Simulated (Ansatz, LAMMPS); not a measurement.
**Glassy 46SiO2-16Al2O3-16BaO-16Li2O-5Sc2O3 (mol %) (121 atoms): a single point**

What does DFT give for glassy 46SiO2-16Al2O3-16BaO-16Li2O-5Sc2O3 (mol %) (121 atoms) as built?

Main program and level: Ansatz 0.2.0; Kohn-Sham DFT, PBE, PAW (set soft_2), plane waves.

### Step 1. The structure

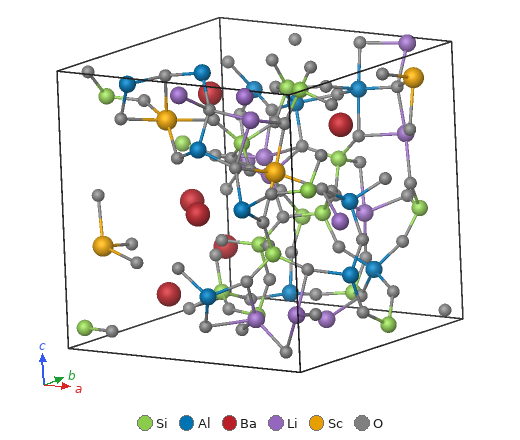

Start, viewed slightly off an axis; silicon green, aluminium blue, barium red, lithium purple, scandium orange, oxygen grey. Bonds to atoms that aren't drawn are left out. Some periodic images of atoms are drawn too.

The cell holds 121 atoms: 17 Si, 12 Al, 6 Ba, 12 Li, 4 Sc and 70 O. Its edges and angles: a = 11.674 Å, b = 11.674 Å, c = 11.674 Å, α = 90.0°, β = 90.0°, γ = 90.0°. 121 atoms (17 Si, 12 Al, 6 Ba, 12 Li, 4 Sc, 70 O) placed at random at 3.16 g/cm³, melted at 4000 K for 10 ps at fixed volume with the Morse and Coulomb pair potential with partial charges (Pedone, Malavasi, Menziani, Cormack and Segre, J. Phys. Chem. B 110, 11780 (2006)). Quenched from 4000 K to 300 K at 10 K/ps and fixed volume, held 10 ps at zero pressure, then minimised at fixed cell.

Limits known from the start: The quench rate of 10 K/ps is many orders above laboratory rates, so the cell is likely richer in defects and strain than a real sample. The starting topology of bonds comes from the classical model, and needn't be the one that DFT or experiment would give. Sampling is at Γ alone, for a cell whose shortest periodic width is 12 Å. Spin–orbit coupling is left out, which matters for the levels of the heavy elements.

### Step 2. Making the structure

A classical potential supplies the starting structure, since it reaches far longer times than DFT.

This step: classical MD, Morse and Coulomb pair potential with partial charges (Pedone, Malavasi, Menziani, Cormack and Segre, J. Phys. Chem. B 110, 11780 (2006)) (LAMMPS 22 Jul 2025 - Update 4).

Input file in.lmp:

```
# melt-quench of Si17Al12Ba6Li12Sc4O70
units metal
atom_style charge
boundary p p p
region box block 0 11.6490 0 11.6490 0 11.6490
create_box 6 box
mass 1 28.0850   # Si
mass 2 26.9815   # Al
mass 3 137.3270   # Ba
mass 4 6.9400   # Li
mass 5 44.9559   # Sc
mass 6 15.9990   # O
create_atoms 1 random 17 200049 NULL overlap 1.5 maxtry 2000
create_atoms 2 random 12 200056 NULL overlap 1.5 maxtry 2000
create_atoms 3 random 6 200063 NULL overlap 1.5 maxtry 2000
create_atoms 4 random 12 200070 NULL overlap 1.5 maxtry 2000
create_atoms 5 random 4 200077 NULL overlap 1.5 maxtry 2000
create_atoms 6 random 70 200084 NULL overlap 1.5 maxtry 2000
pair_style hybrid/overlay pedone 5.5 coul/long 8.0
pair_coeff * * coul/long
pair_coeff 1 6 pedone 0.340554 2.006700 2.100000 1   # Si-O
pair_coeff 2 6 pedone 0.361581 1.900442 2.164818 0.9   # Al-O
pair_coeff 3 6 pedone 0.065011 1.547596 3.393410 5   # Ba-O
pair_coeff 4 6 pedone 0.001114 3.429506 2.681360 1   # Li-O
pair_coeff 5 6 pedone 0.000333 3.144445 3.200000 2.6   # Sc-O
pair_coeff 6 6 pedone 0.042395 1.379316 3.618701 22   # O-O
set type 1 charge 2.4
set type 2 charge 1.8
set type 3 charge 1.2
set type 4 charge 0.6
set type 5 charge 1.8
set type 6 charge -1.2
kspace_style pppm 1.0e-4
neigh_modify delay 0 every 1 check yes
# [... 22 lines left out ...]
thermo 1666
fix md all npt temp 300 300 0.2 iso 0 0 2
run 5000 post no
unfix md
thermo 100
min_style cg
minimize 0 1e-3 2000 20000
write_dump all custom glass.dump id type xs ys zs modify sort id
```

Command:

```bash
$ lmp -in in.lmp -log none -nocite
```

Numbers of over 12 decimals in the logs are rounded to 6 here.

The program printed:

```text
LAMMPS (22 Jul 2025 - Update 4)
Created orthogonal box = (0 0 0) to (11.649 11.649 11.649)
Created 17 atoms
Created 12 atoms
Created 6 atoms
Created 12 atoms
Created 4 atoms
Created 70 atoms
PPPM initialization ...
  G vector (1/distance) = 0.37613258
  grid = 12 12 12
  estimated relative force accuracy = 7.0068951e-05
   Step          Time           Temp          PotEng         Press         Density
         0   0              0             -1.1753463      807404.58      3.1600395
        93   0.186          0             -12.971447     -13666.643      3.1600395
Loop time of 0.126882 s on 1 MPI rank(s) for 93 steps with 121 atoms
Minimization stats:
  Stopping criterion = energy tolerance
  Energy initial, next-to-last, final =
      -1.1753462799436  -12.9701671851121  -12.9714468132582
  Force two-norm initial, final = 338.66629 2.5563718
  Iterations, force evaluations = 93 122
   Step          Time           Temp          PotEng         Press         Density
[... 12 lines left out ...]
[... 1 line left out ...]
Loop time of 4.36721 s on 1 MPI rank(s) for 5000 steps with 121 atoms
   Step          Time           Temp          PotEng         Press         Density
[... 12 lines left out ...]
Loop time of 155.838 s on 1 MPI rank(s) for 185000 steps with 121 atoms
   Step          Time           Temp          PotEng         Press         Density
[... 3 lines left out ...]
    194922   389.844        292.20828     -13.050987      2554.5274      3.1598507
    196000   392            277.67886     -13.046914      1961.3489      3.1395735
Loop time of 5.38162 s on 1 MPI rank(s) for 5000 steps with 121 atoms
   Step          Time           Temp          PotEng         Press         Density
    196000   392            277.67886     -13.046913      1961.5804      3.1395735
    196018   392.036        277.67886     -13.088426     -1055.6144      3.1395735
Loop time of 0.0656756 s on 1 MPI rank(s) for 18 steps with 121 atoms
Minimization stats:
  Stopping criterion = linesearch alpha is zero
  Energy initial, next-to-last, final =
     -13.0469132027345  -13.0884257509467  -13.0884257509467
  Force two-norm initial, final = 12.620121 0.36012151
  Iterations, force evaluations = 18 67
```

The job ended after 2.8 min (1 thread of Arm Neoverse N1, shared host; peak memory 0.069 GiB).

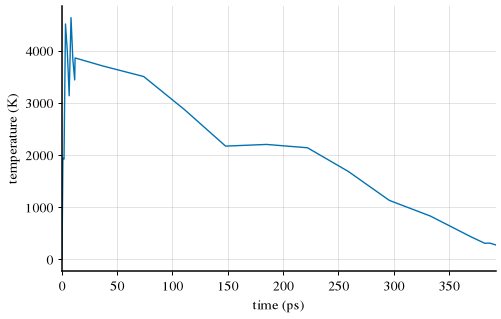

Temperature against time.

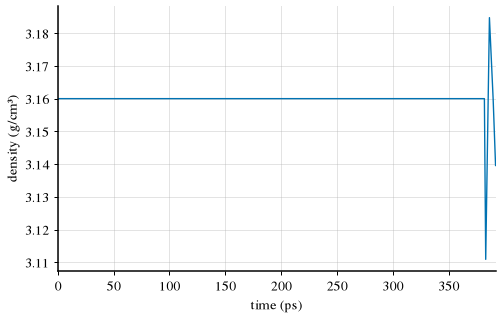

Density, plotted against time.

### Step 3. Plane-wave single point

The electrons are solved once, with the atoms held.

Input file input.yaml:

```yaml
crystal:
  lattice:
    - [11.67426, 0.0, 0.0]
    - [0.0, 11.67426, 0.0]
    - [0.0, 0.0, 11.67426]
  atoms:
    - { symbol: Si, position: [0.53636, 0.64259, 0.8626] }
    - { symbol: Si, position: [0.99322, 0.10316, 0.63574] }
    - { symbol: Si, position: [0.46528, 0.45154, 0.69246] }
    - { symbol: Si, position: [0.66628, 0.64263, 0.42167] }
    - { symbol: Si, position: [0.00871, 0.73153, 0.59876] }
    - { symbol: Si, position: [0.33064, 0.98952, 0.31268] }
    - { symbol: Si, position: [0.4834, 0.47714, 0.06905] }
    - { symbol: Si, position: [0.24933, 0.59567, 0.11026] }
    - { symbol: Si, position: [0.79613, 0.355, 0.93245] }
    - { symbol: Si, position: [0.98911, 0.56208, 0.06238] }
    - { symbol: Si, position: [0.59824, 0.84888, 0.5715] }
    - { symbol: Si, position: [0.02721, 0.25657, 0.86204] }
    - { symbol: Si, position: [0.5182, 0.45955, 0.33079] }
    - { symbol: Si, position: [0.6395, 0.84685, 0.09423] }
    - { symbol: Si, position: [0.02955, 0.06322, 0.06448] }
    - { symbol: Si, position: [0.90262, 0.90139, 0.41018] }
    - { symbol: Si, position: [0.71511, 0.26373, 0.35074] }
    - { symbol: Al, position: [0.47834, 0.21026, 0.99474] }
    - { symbol: Al, position: [0.26776, 0.04811, 0.96663] }
    - { symbol: Al, position: [0.7292, 0.06648, 0.54905] }
    - { symbol: Al, position: [0.42251, 0.84701, 0.7575] }
    - { symbol: Al, position: [0.53077, 0.09238, 0.74351] }
    - { symbol: Al, position: [0.68147, 0.86985, 0.82584] }
    - { symbol: Al, position: [0.17283, 0.94941, 0.76536] }
    - { symbol: Al, position: [0.56941, 0.06197, 0.22341] }
    - { symbol: Al, position: [0.37332, 0.83712, 0.07066] }
    - { symbol: Al, position: [0.95263, 0.39536, 0.27048] }
    - { symbol: Al, position: [0.82987, 0.71065, 0.21966] }
    - { symbol: Al, position: [0.8762, 0.51633, 0.50611] }
    - { symbol: Ba, position: [0.20285, 0.63925, 0.81276] }
    - { symbol: Ba, position: [0.23302, 0.29686, 0.15822] }
    - { symbol: Ba, position: [0.80619, 0.57853, 0.7642] }
    [... 83 atom lines left out ...]
    - { symbol: O, position: [0.22592, 0.60087, 0.24087] }
    - { symbol: O, position: [0.99302, 0.11707, 0.18559] }
    - { symbol: O, position: [0.4037, 0.14261, 0.69329] }
    - { symbol: O, position: [0.59581, 0.9797, 0.53374] }
    - { symbol: O, position: [0.2924, 0.88434, 0.7144] }
    - { symbol: O, position: [0.01757, 0.16301, 0.96739] }
kpoints:
  mp_grid: { grid: [1, 1, 1] }
hamiltonian:
  xc: pbe
scf:
  occupations: { method: fixed }
output:
  forces: true
  stress: true
  populations: true
  dos:
    method: { smearing: { sigma: 0.15 } }
    de: 0.1
    projected: { site_lists: { Al: [Al], Ba: [Ba], Li: [Li], O: [O], Sc: [Sc] } }
  eigenvalues: true
  write_density: true
  write_potential: true
  volumetric_format: npy
```

Command:

```bash
$ ansatz run input.yaml --threads 8 --pin off --max-ram 15872MiB --backend cpu --events-out ev --progress --plain --runs-dir out
```

The program printed:

```text
Engine: ansatz 0.2.0, aarch64-unknown-linux-gnu
Pseudopotentials: kind: paw
Pseudopotential: Si, paw, valence charge 4, recommended cutoff 420 eV (normal), Si.paw.azcp
Pseudopotential: Al, paw, valence charge 3, recommended cutoff 420 eV (normal), Al.paw.azcp
Pseudopotential: Ba, paw, valence charge 10, recommended cutoff 420 eV (normal), Ba.paw.azcp
Pseudopotential: Li, paw, valence charge 3, recommended cutoff 420 eV (normal), Li.paw.azcp
Pseudopotential: Sc, paw, valence charge 11, recommended cutoff 420 eV (normal), Sc.paw.azcp
Pseudopotential: O, paw, valence charge 6, recommended cutoff 420 eV (normal), O.paw.azcp
[... 5 lines on functional and potentials left out ...]
Crystal: 121 atoms, lattice volume = 1591.066 Å³
Basis set: ecut = 420 eV, 31103 PW (Γ), exchange–correlation on 160×160×160 points (8 copies of the dense FFT grid, shifted against one another)
[...]
atom   7  Si    -0.96678798    -0.33103265     0.88444518
  atom   8  Si     0.21798341     0.12153885     0.34852640
[...]
atom  13  Si     0.79315530    -0.68201886    -0.66015650
  atom  14  Si    -1.14191790     0.69330616     0.27478351
[...]
atom 120  O     -0.54254209    -0.88434501    -1.56178752
  atom 121  O     -0.47267876     0.44195802    -0.15010664
  max |Σ_I F_I| component: 8.14e-5 eV/Å
--- Stress (GPa, compression-positive) ---
        6.258846       0.495976       0.631750
        0.495977       4.694949       0.736829
        0.631758       0.736833       5.755422
  P = ⅓ Tr σ = 5.5697 GPa (55.697 kbar)
--- Band table (eV) ---
  k-point 0: bands = ["-43.5107", "-43.2503", "-43.1605", "-42.9049", [... 437 levels ...], "13.6584", "13.6729", "13.6964", "13.7048", "13.7224", "13.7526", "13.7813", "13.8135", "13.8542", "13.8603", "13.8982", "13.9205"]
--- Löwdin populations: 121 sites ---
  site symbol       q [e]
     0     Si      2.2830
     1     Si      2.3090
     2     Si      2.3723
[...]
120      O      6.8184
  spilling = 0.011119 (of n_electrons = 664.000000)
[key lines of the parts left out:]
SCF converged after 10 iterations
Free energy (F): -103834.732498 eV
Fermi energy:    4.572051 eV
```

Elapsed: 44 s, on 8 threads of Arm Neoverse N1, shared host; peak memory 2.4 GiB; 4.6 min of CPU time.

The column dr2 measures how far the density is from self-consistency, as an energy; F and HF (Harris–Foulkes) agree once it is small.

The run gave:

| Item | Value |
| --- | --- |
| free energy | -103834.7325 eV |
| free energy per atom | -858.1383 eV/atom |
| SCF cycles | 10 |
| pressure | 5.57 GPa |
| r.m.s. force component | 0.8248 eV/Å |
| longest force | 3.225 eV/Å |
| Fermi energy | 4.572 eV |
| gap (highest filled to lowest empty level) | 3.584 eV |
| spilling of the projection | 0.01112 |

Length of the force by element:

```tsv
element	coordination	atoms	mean length of the force (eV/Å)	spread	least	most
Al	all	12	0.954	0.359	0.345	1.58
Ba	all	6	0.400	0.168	0.202	0.691
Li	all	12	0.527	0.201	0.136	0.873
O	all	70	1.60	0.602	0.368	3.23
Sc	all	4	1.06	0.510	0.304	1.60
Si	all	17	1.04	0.322	0.429	1.61
```

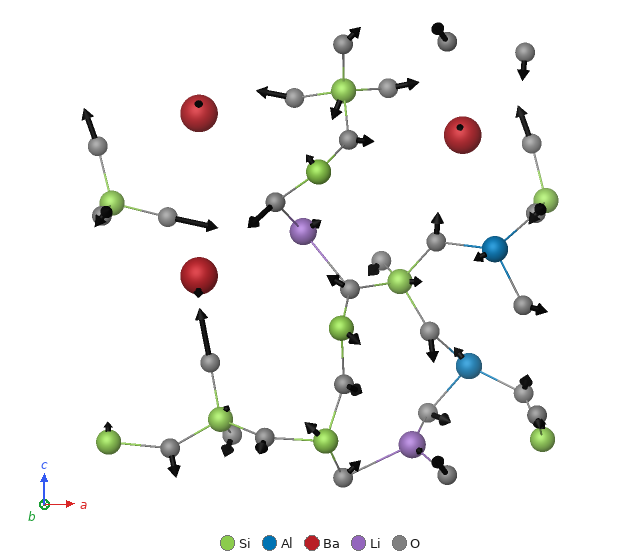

Forces as arrows; the longest in the cell is 3.23 eV/Å. Drawn is a slice 4 Å thick, seen along the normal of the ac plane.

Löwdin charges by element (they lack the spilled electrons, 0.061 e an atom on average):

```tsv
element	coordination	atoms	mean charge (e)	spread	least	most
Al	all	12	1.25	0.0469	1.17	1.31
Ba	all	6	1.89	0.0205	1.85	1.91
Li	all	12	0.808	0.0218	0.774	0.842
O	all	70	-0.888	0.057	-1.05	-0.801
Sc	all	4	1.28	0.0273	1.24	1.32
Si	all	17	1.67	0.0508	1.59	1.76
```

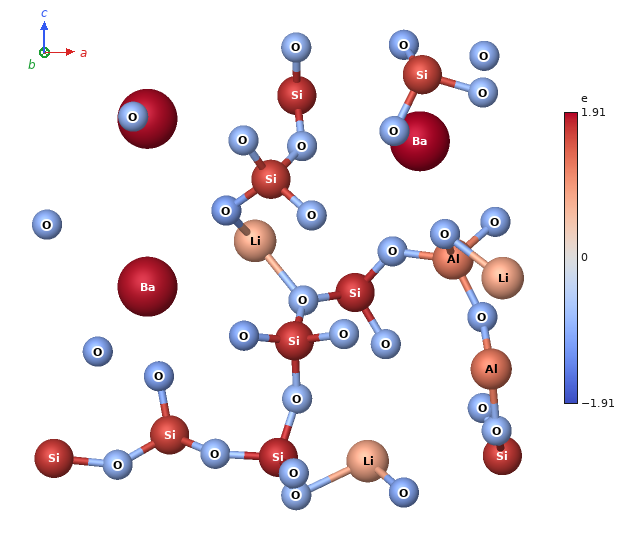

Atoms coloured by Löwdin charge. Drawn is a slice 4 Å thick, seen along the normal of the ac plane. Bonds to atoms that aren't drawn are left out.

States in the cell by windows of 1 eV, zero at the Fermi level; the larger projections on atomic orbitals stand beside the total:

```tsv
from (eV)	to (eV)	total	O p	O s	Ba p
-18	-17	47.8	0.5	37.2	0.1
-17	-16	37.1	0.3	30.0	0.1
-16	-15	7.0	0.0	5.7	0.1
-15	-13	0.0	0.0	0.0	0.0
-13	-12	0.8	0.0	0.0	0.8
-12	-11	25.4	0.5	0.2	24.4
-11	-10	9.9	0.3	0.1	9.3
-10	-9	2.2	1.5	0.1	0.0
-9	-8	8.0	5.4	0.5	0.0
-8	-7	10.6	7.5	0.6	0.0
-7	-6	21.7	16.1	0.7	0.0
-6	-5	26.6	20.3	0.8	0.1
-5	-4	51.0	40.2	1.7	0.1
-4	-3	68.2	57.8	1.7	0.2
-3	-2	82.8	74.6	0.9	0.2
-2	-1	87.3	81.4	0.5	0.2
-1	0	59.6	56.8	0.2	0.1
0	1	2.0	1.9	0.0	0.0
1	3	0.0	0.0	0.0	0.0
3	4	2.1	0.1	0.2	0.0
4	5	28.5	2.1	0.7	0.0
```

With fixed occupations the program's Fermi level is the highest filled level; weight inside the gap is the broadening of levels at its edges.

Between -26 and -18 eV lie 54 more states.

The stored curve holds about 602 of the 664 electrons; the rest, give or take the few that broadening carries across the Fermi level, lie in deeper levels below its range.

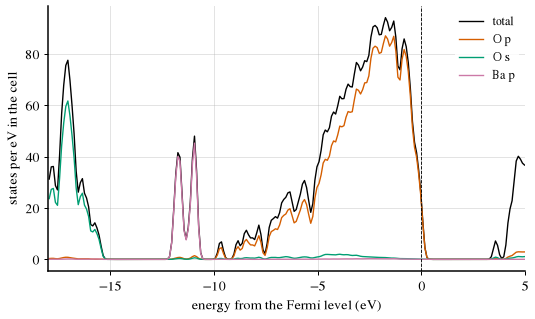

Total and projected density of states, with the broadening of the input.

Not all projections were asked for or kept, so they needn't add up to the total.

The levels nearest the highest filled one (over half full), pooled over k-points and spins:

```tsv
level less the highest filled one (eV)	occupation
-0.240	2
-0.213	2
-0.202	2
-0.0974	2
-0.0135	2
0	2
3.58	0
4.21	0
4.23	0
4.38	0
4.49	0
4.50	0
```

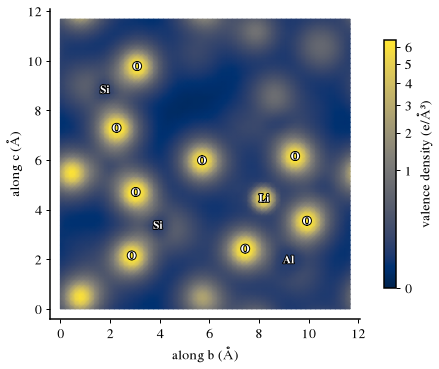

Valence density in the bc plane at fractional x = 0.530, with atoms of Si and Al and Li and O within 0.2 Å of it. It is the smooth field of the valence electrons, not physical close to the nuclei. The map starts off the cell's origin, so that atoms lie inside it. The colour scale is stretched toward low values.

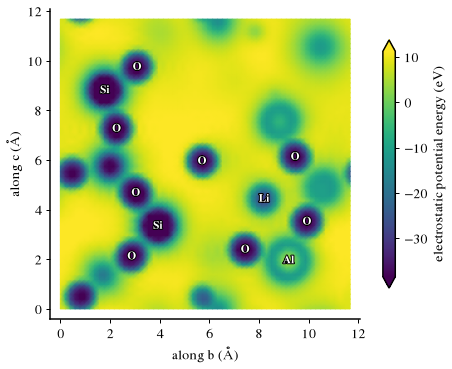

Electrostatic potential energy in the bc plane at fractional x = 0.530, with atoms of Si and Al and Li and O within 0.2 Å of it. With pseudopotentials it is smooth inside the atoms' cores, unlike the true potential. The map starts off the cell's origin, so that atoms lie inside it.

Mean Löwdin charges: Al +1.25, Ba +1.89, Li +0.81, O -0.89, Sc +1.28, Si +1.67 e (they miss 1.1 % of the electrons, so they add up to more than the cell's charge).

### Step 4. Structure statistics

Bonds and neighbours are counted at the geometry of the runs.

Density 3.14 g/cm³, 13.15 Å³ an atom.

g(r), total and by pair (bins of 0.2 Å):

```tsv
r (Å)	total	O-O	O-Si	O-Al	O-Li	O-Ba	O-Sc
1.50	0.97	0.00	6.00	0.00	0.00	0.00	0.00
1.70	2.46	0.00	8.00	10.13	0.00	0.00	0.00
1.90	0.68	0.00	0.00	2.12	3.75	0.00	0.00
2.10	0.87	0.00	0.00	0.00	4.14	0.00	9.88
2.30	0.07	0.00	0.00	0.00	0.29	0.00	0.46
2.50	0.65	1.62	0.00	0.00	0.24	0.00	0.00
2.70	1.47	3.58	0.07	0.10	0.41	1.65	0.00
2.90	1.19	1.72	0.06	0.18	0.71	3.06	0.00
3.10	0.98	0.99	0.22	0.24	0.93	1.88	0.24
3.30	0.92	0.78	0.49	0.91	0.75	1.68	0.20
3.50	0.99	0.87	0.86	0.99	0.74	0.73	0.54
3.70	1.07	0.53	1.71	1.87	1.15	0.77	1.32
3.90	1.14	0.76	1.85	1.54	1.49	0.70	1.48
4.10	1.07	0.80	1.39	1.83	1.17	0.88	1.48
4.30	1.14	0.64	1.62	1.83	1.92	0.48	0.97
4.50	0.89	0.66	1.03	0.98	1.65	0.37	2.11
4.70	0.91	1.09	0.82	0.68	0.27	1.16	1.23
4.90	0.98	1.27	0.73	0.66	0.69	1.58	0.57
5.10	0.98	1.42	0.62	0.41	0.75	1.56	0.35
5.30	1.01	1.37	0.72	0.65	0.86	0.96	0.56
5.50	1.06	1.17	0.88	1.07	0.80	0.95	0.75
5.70	1.06	1.18	1.00	1.16	0.79	0.98	0.91
```

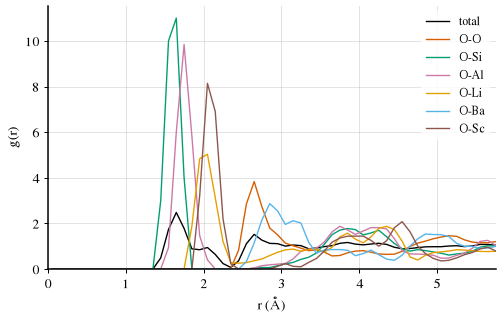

Pair distribution functions, lightly smoothed.

A closer look about O116, which bears the longest force: 10 atoms, nearest first, numbered in the order of the input, with positions taken from that point.

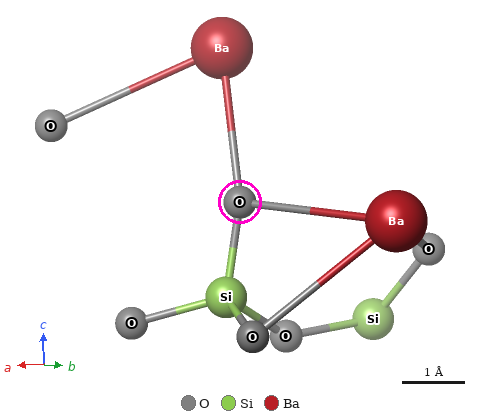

The atoms of the table, within 3.5 Å (arrows a, b, c point along x, y, z); some may hide others; the central atom is ringed.

```tsv
atom	x	y	z	distance (Å)	Löwdin charge (e)	Fx	Fy	Fz (eV/Å)
O116	0.00	0.00	0.00	0.00	-1.02	-0.62	-0.15	3.16
Si8	0.27	-0.06	-1.52	1.55	1.62	0.22	0.12	0.35
O105	-1.11	-0.48	-2.26	2.56	-0.84	0.26	-0.54	-1.44
O102	0.69	1.37	-2.07	2.58	-0.89	-0.31	0.88	-1.17
Ba34	-0.37	-1.00	2.43	2.65	1.85	0.00	0.30	-0.62
O100	1.39	-1.18	-1.93	2.65	-0.84	-0.34	-1.16	-0.71
Ba35	-1.33	2.60	-0.27	2.93	1.91	-0.06	0.17	0.09
O112	-3.20	0.59	-0.93	3.39	-0.89	0.26	0.99	0.82
O64	2.05	-2.39	1.25	3.39	-1.01	-2.13	-0.73	0.80
Si10	-2.76	-0.45	-2.08	3.49	1.69	-0.02	0.06	0.69
```

### Step 5. What came out

```json
{"free energy per atom": "-858.1383 eV/atom", "pressure": "5.57 GPa", "r.m.s. force component": "0.8248 eV/Å", "gap (highest filled to lowest empty level)": "3.584 eV", "wall time of the 1 DFT run": "44 s"}
```

**Reading.** Between filled and empty levels lie 3.58 eV (at Γ alone); a semilocal functional tends to put such gaps too low. In a disordered cell it changes from sample to sample, and tail or defect levels can set it.

**Limits.** The geometry was minimised with a classical potential after classical dynamics and isn't relaxed at this level: its force components are 0.82 eV/Å r.m.s. The pressure of 5.6 GPa belongs to a cell and atoms that aren't relaxed at this level.

[Logs are printed without paths, hosts, clocks, repeated set-up lines and the standing remarks that a program may print on its own settings, such as how far it seeks lower states.]

[Hosts, paths, dates, database ids (printed as entryN), source tags and the programs' standing remarks are cut or masked in the printed files.]
